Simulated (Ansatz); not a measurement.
Run report: TaH3O2F4, geometry relaxation

- system: TaH3O2F4
- method: RKS B3LYP-D4/def2-SVP (Ansatz 0.2.0)

It belongs to a series of runs on one base structure; here: end point B relaxed. Figures and captions count atoms from 1; the log counts them from 0 in places.

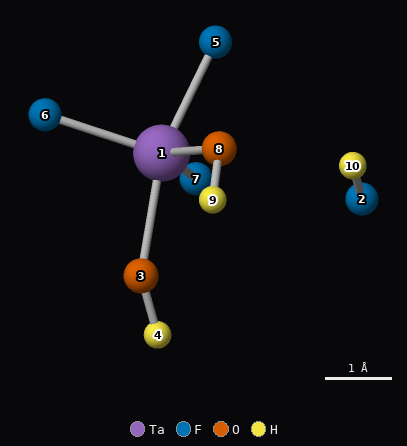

Figure 1. The input geometry (ball-and-stick view, seen at a tilt; atoms are numbered from 1 in the order of the input). Sticks mark near contacts.

**Input file**
```yaml
crystal:
  periodic: [false, false, false]
  atoms:
    - { symbol: Ta, position_ang: [-0.400958, 0.40476, 0.257461] }
    - { symbol: F, position_ang: [2.600744, -0.446724, 0.361858] }
    - { symbol: O, position_ang: [-0.514499, -0.238579, 2.04392] }
    - { symbol: H, position_ang: [-0.29243, -0.950567, 2.65589] }
    - { symbol: F, position_ang: [0.196149, 0.816031, -1.49122] }
    - { symbol: F, position_ang: [-2.09502, 1.173462, 0.144819] }
    - { symbol: F, position_ang: [-0.379039, -1.394897, -0.312939] }
    - { symbol: O, position_ang: [0.93765, 1.749276, 0.843448] }
    - { symbol: H, position_ang: [1.054032, 1.875517, 1.796193] }
    - { symbol: H, position_ang: [2.654971, 0.47842, 0.298871] }
basis:
  gaussian: { orbitals: def2-SVP }
hamiltonian:
  xc: b3lyp
  dispersion: d4
relax:
  f_tol: 0.03
  max_steps: 50
output:
  orbitals: {}
```

Run as:
```bash
ansatz run input.yaml --threads 4 --pin off --max-ram 5120MiB --backend cpu --events-out ev --progress --plain --runs-dir out
```

**What the program printed**
```
The last accepted step is kept in [file] (removed where the run ends without a failure and the disk answers)
Engine: ansatz 0.2.0, aarch64-unknown-linux-gnu
Functional definition: B3LYP
  parameter a0 = 0.2
  parameter ax = 0.72
  parameter ac = 0.81
  exchange = (1 - a0 - ax)*slater_x + ax*b88_x + a0*exact_x
  correlation = (1 - ac)*vwn_rpa_c + ac*lyp_c
1348 factors; integrals over basis functions are off by at most 3.1e-4 eV
mean field evaluation 1: about -16542.8267 eV, gradient 9.9e1 eV
mean field evaluation 2: about -16406.7452 eV, gradient 2.8e2 eV
mean field evaluation 4: about -16558.7084 eV, gradient 2.1e1 eV
mean field evaluation 8: about -16559.4592 eV, gradient 6.0e-1 eV
mean field evaluation 16: about -16559.5236 eV, gradient 5.1e-4 eV
mean field -16559.52356627 eV, -608.5512666122 hartree, gradient 2.2e-5 eV, S^2 0.000000; 0 other end points of the search recorded, 0 dependent functions left out
the calculation of the forces begins
reference -16559.52388510 eV, -608.5512783288 hartree; 34, 34 occupied and 97, 97 virtual orbitals, 1348 factors
relax step   1: F+E_penalty+E_count = -16559.79897606 eV  Δ(F+E_penalty+E_count) = +0.000e0 eV  max|allowed force component| = 9.227e-1 eV/Å  Δτ_max = 0.0000 Å  (31 SCF iters, accepted)
these checks for a lower state are left out or cut short: starts, cluster_reference, orbital_swaps, neighbouring_geometries, increment
1348 factors; integrals over basis functions are off by at most 3.0e-4 eV
mean field -16559.61509150 eV, -608.5546301025 hartree, gradient 1.9e-5 eV, S^2 0.000000; 0 other end points of the search recorded, 0 dependent functions left out
[... from here on the field's lines of each further geometry are left out, up to the last ...]
relax step   2: F+E_penalty+E_count = -16559.89798051 eV  Δ(F+E_penalty+E_count) = -9.900e-2 eV  max|allowed force component| = 2.669e-1 eV/Å  Δτ_max = 0.1969 Å  (32 SCF iters, accepted)
relax step   3: F+E_penalty+E_count = -16559.97287291 eV  Δ(F+E_penalty+E_count) = -7.489e-2 eV  max|allowed force component| = 8.287e-1 eV/Å  Δτ_max = 0.1951 Å  (31 SCF iters, accepted)
relax step   4: F+E_penalty+E_count = -16560.02661814 eV  Δ(F+E_penalty+E_count) = -5.375e-2 eV  max|allowed force component| = 4.423e-1 eV/Å  Δτ_max = 0.1944 Å  (39 SCF iters, accepted)
relax step   5: F+E_penalty+E_count = -16560.05399519 eV  Δ(F+E_penalty+E_count) = -2.738e-2 eV  max|allowed force component| = 1.785e-1 eV/Å  Δτ_max = 0.0855 Å  (31 SCF iters, accepted)
relax step   6: F+E_penalty+E_count = -16560.06143114 eV  Δ(F+E_penalty+E_count) = -7.436e-3 eV  max|allowed force component| = 1.205e-1 eV/Å  Δτ_max = 0.0529 Å  (33 SCF iters, accepted)
relax step   7: F+E_penalty+E_count = -16560.06475486 eV  Δ(F+E_penalty+E_count) = -3.324e-3 eV  max|allowed force component| = 3.662e-1 eV/Å  Δτ_max = 0.0425 Å  (33 SCF iters, accepted)
relax step   8: F+E_penalty+E_count = -16560.06814803 eV  Δ(F+E_penalty+E_count) = -3.393e-3 eV  max|allowed force component| = 1.081e-1 eV/Å  Δτ_max = 0.0276 Å  (33 SCF iters, accepted)
relax step   9: F+E_penalty+E_count = -16560.06908176 eV  Δ(F+E_penalty+E_count) = -9.337e-4 eV  max|allowed force component| = 4.637e-2 eV/Å  Δτ_max = 0.0190 Å  (33 SCF iters, accepted)
relax step  10: F+E_penalty+E_count = -16560.06972102 eV  Δ(F+E_penalty+E_count) = -6.393e-4 eV  max|allowed force component| = 8.162e-2 eV/Å  Δτ_max = 0.0247 Å  (33 SCF iters, accepted)
relax step  11: F+E_penalty+E_count = -16560.06924648 eV  Δ(F+E_penalty+E_count) = +4.745e-4 eV  max|allowed force component| = 8.792e-2 eV/Å  Δτ_max = 0.0185 Å  (34 SCF iters, rejected (line search))
relax step  12: F+E_penalty+E_count = -16560.07016737 eV  Δ(F+E_penalty+E_count) = -4.464e-4 eV  max|allowed force component| = 5.089e-2 eV/Å  Δτ_max = 0.0090 Å  (34 SCF iters, accepted)
relax step  13: F+E_penalty+E_count = -16560.07049715 eV  Δ(F+E_penalty+E_count) = -3.298e-4 eV  max|allowed force component| = 5.110e-2 eV/Å  Δτ_max = 0.0224 Å  (32 SCF iters, accepted)
relax step  14: F+E_penalty+E_count = -16560.07081157 eV  Δ(F+E_penalty+E_count) = -3.144e-4 eV  max|allowed force component| = 3.053e-2 eV/Å  Δτ_max = 0.0153 Å  (34 SCF iters, accepted)
relax step  15: F+E_penalty+E_count = -16560.07094779 eV  Δ(F+E_penalty+E_count) = -1.362e-4 eV  max|allowed force component| = 4.123e-2 eV/Å  Δτ_max = 0.0085 Å  (33 SCF iters, accepted)
the calculation of the forces begins
reference -16559.77927868 eV, -608.5606638699 hartree; 34, 34 occupied and 97, 97 virtual orbitals, 1348 factors
relax step  16: F+E_penalty+E_count = -16560.07107753 eV  Δ(F+E_penalty+E_count) = -1.297e-4 eV  max|allowed force component| = 1.083e-2 eV/Å  Δτ_max = 0.0105 Å  (33 SCF iters, accepted)
1348 factors; integrals over basis functions are off by at most 4.9e-4 eV
mean field evaluation 128: about -16559.7790 eV, gradient 1.5e-5 eV
```

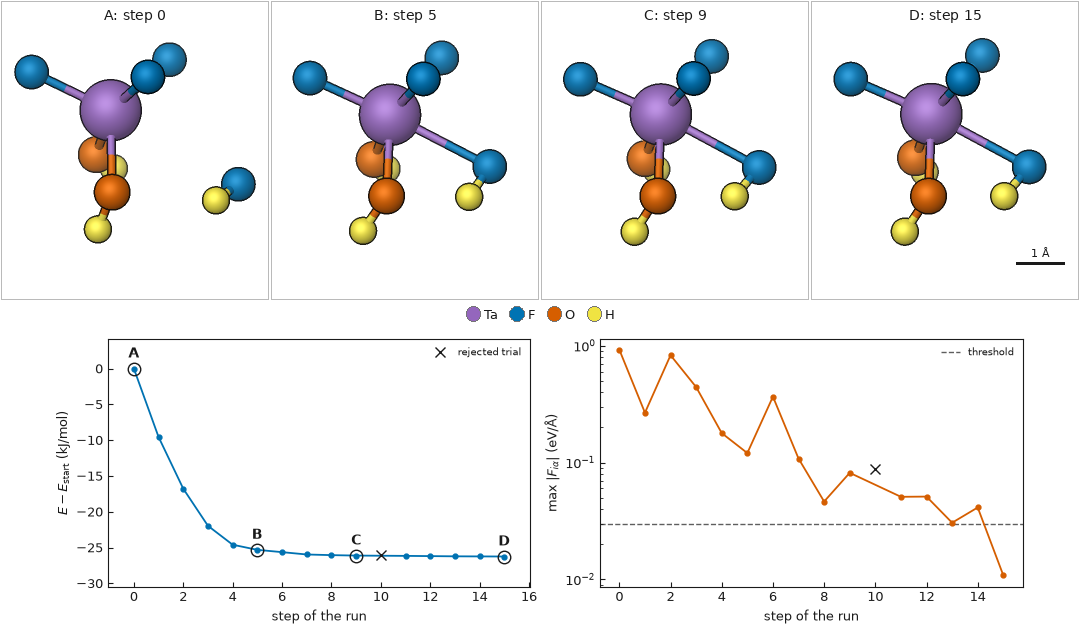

Figure 2. Frames of the relaxation (ball-and-stick view, seen at a tilt) above the curves, on which the letters mark them (the first geometry is step 0 here and step 1 in the log).

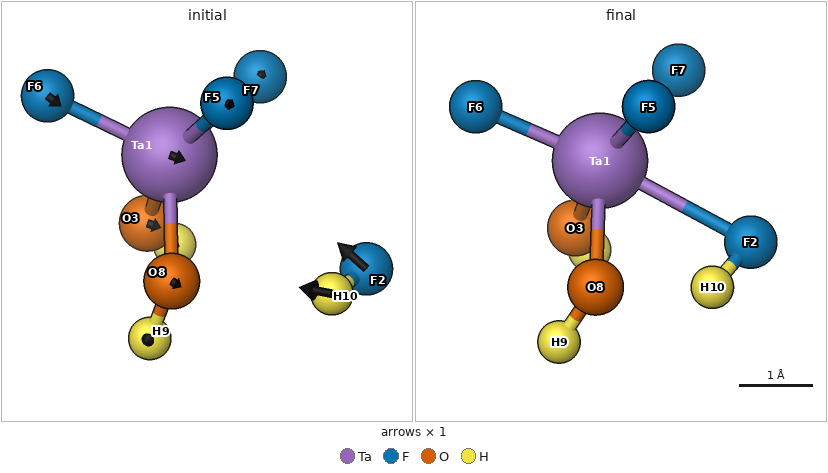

Figure 3. Before (left) and after (right) the relaxation, at one scale (ball-and-stick view, seen at a tilt). The black arrows give the displacements, at true length. After 15 geometry steps the energy has fallen by 26.3 kJ/mol. Largest force component: 0.92 eV/Å at the start, 0.011 eV/Å at the end. The line search rejected the trial step at point 10 (counted from 0) and went back. The atom that moves furthest after the best rigid fit is F2 (0.55 Å). By element the largest moves are F 0.55 Å, H 0.52 Å, Ta 0.24 Å, O 0.20 Å. Among the contacts that change: Ta1–F2 3.122 → 2.352 Å, F2–H10 0.929 → 0.974 Å, Ta1–O8 1.986 → 1.995 Å. New bonds form: Ta1–F2 (3.12 → 2.35 Å). Among the angles that change: F7–Ta1–O8 136.6° → 146.2°, Ta1–O3–H4 146.3° → 155.5°, O3–Ta1–F5 163.7° → 168.7°. (Atoms are counted from 1 in the order of the input.)

```
mean field -16559.77895786 eV, -608.5606520801 hartree, gradient 1.5e-5 eV, S^2 0.000000; 1 other end points of the search recorded, 0 dependent functions left out
the calculation of the forces begins
reference -16559.77927868 eV, -608.5606638699 hartree; 34, 34 occupied and 97, 97 virtual orbitals, 1348 factors
Total energy: -16560.07139834 eV, -608.5713990695 hartree
Atom 0 at    -0.179792     0.311129     0.232031 Å, force    -0.003435    -0.005055    -0.006029 eV/Å
Atom 1 at     2.070667    -0.371013     0.261716 Å, force     0.002565     0.002429    -0.000111 eV/Å
Atom 2 at    -0.328551    -0.319214     2.017158 Å, force     0.009560    -0.008515     0.008529 eV/Å
Atom 3 at    -0.249509    -0.961827     2.727368 Å, force    -0.007270     0.010614    -0.005678 eV/Å
Atom 4 at     0.318309     0.809415    -1.526977 Å, force    -0.002783    -0.001545     0.004445 eV/Å
Atom 5 at    -1.854974     1.128555     0.168613 Å, force    -0.001363     0.000030    -0.002987 eV/Å
Atom 6 at    -0.376830    -1.454026    -0.407542 Å, force     0.000075     0.000096    -0.002136 eV/Å
Atom 7 at     1.092646     1.721797     0.842568 Å, force     0.001334     0.007384     0.010833 eV/Å
Atom 8 at     1.072470     2.044879     1.754353 Å, force    -0.000179     0.000748    -0.000836 eV/Å
Atom 9 at     2.197165     0.557005     0.529012 Å, force     0.001496    -0.006185    -0.006030 eV/Å
Dipole moment:     0.270528     0.089405     0.991173 e Å
```

**Trajectory as extended XYZ (Å, eV, eV/Å), 11 of the 16 frames kept, from step=1 to step=16**
```
10
Properties=species:S:1:pos:R:3:forces:R:3 step=1 energy=-16559.79898
Ta   -0.4010    0.4048    0.2575    0.9227   0.5966   0.3552
F     2.6007   -0.4467    0.3619   -0.2442  -0.1774   0.0003
O    -0.5145   -0.2386    2.0439    0.0778  -0.0643   0.0139
H    -0.2924   -0.9506    2.6559   -0.0542   0.0892  -0.0439
F     0.1961    0.8160   -1.4912    0.0091   0.0071   0.0018
F    -2.0950    1.1735    0.1448   -0.0169   0.0099  -0.0026
F    -0.3790   -1.3949   -0.3129    0.0069   0.0108  -0.0061
O     0.9376    1.7493    0.8434   -0.5883  -0.8009  -0.3469
H     1.0540    1.8755    1.7962   -0.0034  -0.0002   0.0067
H     2.6550    0.4784    0.2989   -0.1095   0.3292   0.0216
10
Properties=species:S:1:pos:R:3:forces:R:3 step=3 energy=-16559.97287
Ta   -0.2648    0.3871    0.2630   -0.2961  -0.8287  -0.7441
F     2.2273   -0.4130    0.2716   -0.1807   0.3813   0.0353
O    -0.4237   -0.2408    2.0528    0.0886   0.0119  -0.0048
H    -0.2720   -0.9594    2.6750   -0.0412   0.0104  -0.0009
F     0.3022    0.8086   -1.5097   -0.1315  -0.0364   0.3301
F    -1.9725    1.1620    0.1447    0.3941  -0.1555   0.0162
F    -0.2841   -1.4320   -0.3146   -0.1117   0.4522   0.1449
O     0.9920    1.7348    0.8459    0.3152   0.3299   0.2429
H     1.0666    1.9030    1.7968    0.0179   0.0893  -0.0116
H     2.3906    0.5164    0.3727   -0.0546  -0.2543  -0.0081
10
Properties=species:S:1:pos:R:3:forces:R:3 step=4 energy=-16560.02662
Ta   -0.1941    0.3545    0.2495   -0.2348  -0.3304   0.0900
F     2.0369   -0.3906    0.2396    0.3113   0.3326   0.0781
O    -0.3657   -0.2517    2.0474    0.0804  -0.1341   0.1776
H    -0.2631   -0.9732    2.6773   -0.0457   0.0770  -0.0427
F     0.3372    0.8005   -1.5071    0.0478   0.1084  -0.2982
F    -1.8773    1.1356    0.1406   -0.2941   0.1099  -0.0548
F    -0.2814   -1.4382   -0.3182   -0.1886  -0.3379  -0.1436
O     1.0194    1.7509    0.8566    0.4423   0.4232   0.2990
H     1.0641    1.9558    1.8033   -0.0087   0.0521  -0.1050
H     2.2857    0.5232    0.4093   -0.1096  -0.3009  -0.0003
10
Properties=species:S:1:pos:R:3:forces:R:3 step=5 energy=-16560.05399
Ta   -0.1971    0.3416    0.2440   -0.1104  -0.0692  -0.1757
F     2.0648   -0.3727    0.2318    0.1393   0.0452   0.1052
O    -0.3445   -0.2654    2.0472    0.0522   0.0118  -0.1140
H    -0.2544   -0.9874    2.6746   -0.0273  -0.0326   0.0577
F     0.3184    0.8012   -1.5258   -0.0484  -0.0387   0.0943
F    -1.8856    1.1377    0.1434    0.1024  -0.0660   0.0230
F    -0.3442   -1.4549   -0.3410   -0.0301   0.1000   0.0194
O     1.0425    1.7477    0.8477    0.1340   0.1084   0.1450
H     1.0608    1.9986    1.7830   -0.0333   0.0378  -0.0424
H     2.3008    0.5203    0.4934   -0.1785  -0.0967  -0.1124
10
Properties=species:S:1:pos:R:3:forces:R:3 step=7 energy=-16560.06475
Ta   -0.1809    0.3343    0.2444   -0.0604  -0.0599  -0.0131
F     2.0784   -0.3789    0.2521   -0.0263  -0.0886  -0.0151
O    -0.3162   -0.2889    2.0404    0.0091  -0.0481  -0.0245
H    -0.2709   -1.0175    2.6680   -0.0026   0.0517  -0.0194
F     0.3262    0.7842   -1.5266   -0.0089  -0.0016   0.0166
F    -1.8631    1.1381    0.1679    0.0338   0.0005   0.0059
F    -0.3815   -1.4487   -0.3575    0.0124   0.0411   0.0139
O     1.0739    1.7465    0.8447   -0.0131   0.1051   0.3531
H     1.0410    2.0655    1.7661    0.0466  -0.1306  -0.3662
H     2.2548    0.5321    0.4988    0.0093   0.1304   0.0488
10
Properties=species:S:1:pos:R:3:forces:R:3 step=9 energy=-16560.06908
Ta   -0.1805    0.3253    0.2398    0.0154   0.0016   0.0133
F     2.0759   -0.3667    0.2721    0.0003  -0.0464  -0.0251
O    -0.3126   -0.2986    2.0331   -0.0136  -0.0248  -0.0176
H    -0.2702   -1.0203    2.6674    0.0073   0.0170   0.0147
F     0.3200    0.7798   -1.5308    0.0033   0.0022  -0.0017
F    -1.8555    1.1412    0.1733   -0.0160   0.0069  -0.0029
F    -0.3887   -1.4525   -0.3671    0.0063   0.0052   0.0039
O     1.0802    1.7422    0.8379    0.0087  -0.0135  -0.0116
H     1.0708    2.0595    1.7518   -0.0024   0.0099   0.0121
H     2.2221    0.5569    0.5208   -0.0093   0.0419   0.0149
10
Properties=species:S:1:pos:R:3:forces:R:3 step=10 energy=-16560.06972
Ta   -0.1815    0.3234    0.2377   -0.0185  -0.0192  -0.0279
F     2.0770   -0.3690    0.2716   -0.0227  -0.0005  -0.0161
O    -0.3209   -0.3012    2.0290   -0.0017   0.0537  -0.0816
H    -0.2575   -1.0034    2.6801    0.0040  -0.0582   0.0806
F     0.3193    0.7858   -1.5315    0.0019   0.0008   0.0315
F    -1.8571    1.1396    0.1691    0.0095  -0.0026   0.0001
F    -0.3839   -1.4525   -0.3751    0.0029   0.0115   0.0043
O     1.0838    1.7366    0.8401    0.0078  -0.0107  -0.0115
H     1.0726    2.0486    1.7559    0.0016   0.0110   0.0062
H     2.2096    0.5588    0.5214    0.0152   0.0141   0.0144
10
Properties=species:S:1:pos:R:3:forces:R:3 step=11 energy=-16560.06925 accepted=F
Ta   -0.1862    0.3225    0.2411    0.0476  -0.0496  -0.0879
F     2.0784   -0.3721    0.2702   -0.0230   0.0209   0.0074
O    -0.3232   -0.3106    2.0264   -0.0233   0.0379   0.0003
H    -0.2609   -1.0043    2.6871    0.0099  -0.0423   0.0636
F     0.3226    0.7940   -1.5227   -0.0165  -0.0101  -0.0155
F    -1.8599    1.1404    0.1713   -0.0340   0.0061   0.0041
F    -0.3770   -1.4511   -0.3790   -0.0204  -0.0182  -0.0212
O     1.0801    1.7311    0.8360    0.0610   0.0560   0.0173
H     1.0781    2.0619    1.7443   -0.0104   0.0128   0.0442
H     2.2096    0.5549    0.5236    0.0090  -0.0136  -0.0124
10
Properties=species:S:1:pos:R:3:forces:R:3 step=13 energy=-16560.07050
Ta   -0.1810    0.3160    0.2367    0.0092  -0.0187   0.0511
F     2.0726   -0.3709    0.2617    0.0000   0.0153  -0.0016
O    -0.3314   -0.3159    2.0241    0.0175   0.0078  -0.0444
H    -0.2531   -0.9879    2.7069   -0.0075   0.0086   0.0057
F     0.3221    0.7977   -1.5255   -0.0038   0.0010  -0.0029
F    -1.8549    1.1357    0.1683    0.0053  -0.0005  -0.0001
F    -0.3815   -1.4538   -0.3923    0.0026   0.0149  -0.0017
O     1.0907    1.7251    0.8460   -0.0160  -0.0031  -0.0376
H     1.0698    2.0645    1.7513    0.0022  -0.0078   0.0185
H     2.2083    0.5562    0.5209   -0.0095  -0.0174   0.0131
10
Properties=species:S:1:pos:R:3:forces:R:3 step=15 energy=-16560.07095
Ta   -0.1807    0.3125    0.2327   -0.0037  -0.0043  -0.0041
F     2.0709   -0.3713    0.2644   -0.0003   0.0013  -0.0043
O    -0.3289   -0.3179    2.0179    0.0106  -0.0356   0.0412
H    -0.2471   -0.9694    2.7205   -0.0112   0.0332  -0.0268
F     0.3187    0.8062   -1.5271    0.0012  -0.0015  -0.0026
F    -1.8547    1.1321    0.1682   -0.0062  -0.0005  -0.0015
F    -0.3780   -1.4539   -0.4031   -0.0024  -0.0070  -0.0083
O     1.0913    1.7221    0.8426    0.0104   0.0247   0.0138
H     1.0726    2.0494    1.7530   -0.0020  -0.0048  -0.0058
H     2.1975    0.5569    0.5292    0.0035  -0.0056  -0.0017
10
Properties=species:S:1:pos:R:3:forces:R:3 step=16 energy=-16560.07108
Ta   -0.1798    0.3111    0.2320   -0.0034  -0.0051  -0.0060
F     2.0707   -0.3710    0.2617    0.0026   0.0024  -0.0001
O    -0.3286   -0.3192    2.0172    0.0096  -0.0085   0.0085
H    -0.2495   -0.9618    2.7274   -0.0073   0.0106  -0.0057
F     0.3183    0.8094   -1.5270   -0.0028  -0.0015   0.0044
F    -1.8550    1.1286    0.1686   -0.0014   0.0000  -0.0030
F    -0.3768   -1.4540   -0.4075    0.0001   0.0001  -0.0021
O     1.0926    1.7218    0.8426    0.0013   0.0074   0.0108
H     1.0725    2.0449    1.7544   -0.0002   0.0007  -0.0008
H     2.1972    0.5570    0.5290    0.0015  -0.0062  -0.0060
```

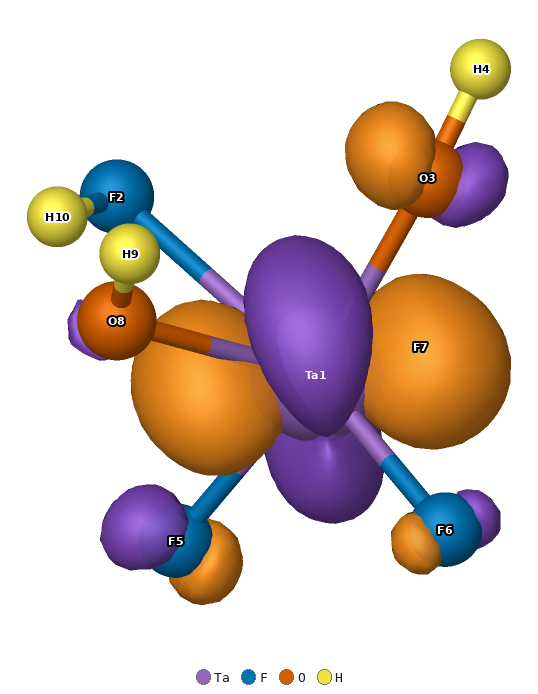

Figure 4. One frontier orbital at ±0.2 Å⁻³ᐟ² (orange and purple are the two phases), seen at a tilt. The LUMO, at −2.01 eV. By Hirshfeld shares it lies mainly on Ta1 (70 %) and O3 (10 %).

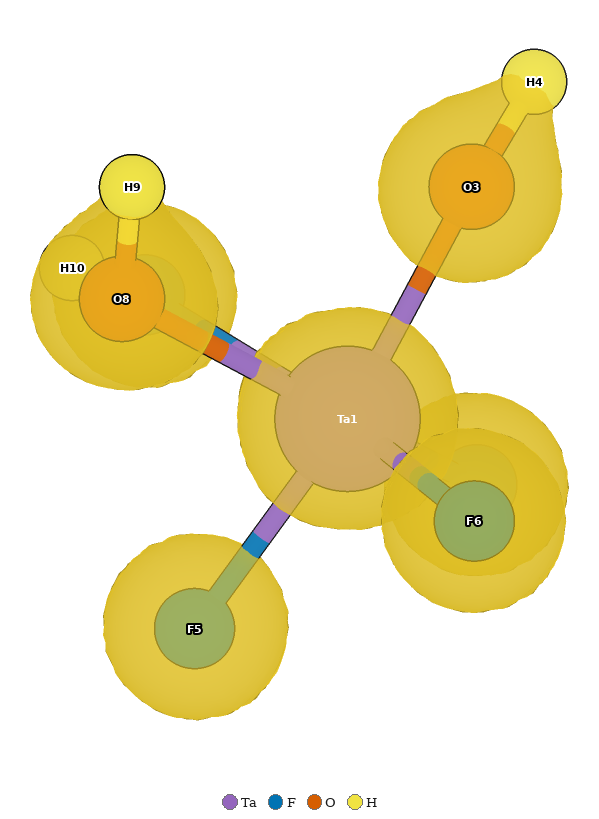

Figure 5. Isosurface of the total electron density at 1.5 e/Å³ (yellow), seen face on. At this value the surface falls into seven separate pieces. It is pinched off along the Ta–F (1.87 Å), Ta–O (1.90 Å) and Ta–O (2.00 Å) contacts. On the grid the lowest density along these lines, outside the cores, is 0.98 e/Å³ (Ta–F, 1.87 Å), 0.93 e/Å³ (Ta–O, 1.90 Å), 2.3 e/Å³ (O–H, 0.96 Å) and 0.82 e/Å³ (Ta–O, 2.00 Å).

**Summary**

```csv
quantity,value
outcome,converged
total energy,−16560.0714 eV
mean-field energy,−16559.7793 eV
largest force (length of the vector) at the end,0.015 eV/Å
hardware,"4 threads of Arm Neoverse V2, 24 GiB of memory available, shared host"
wall time,38 s (CPU time 2.4 min)
peak memory,0.35 GiB
```
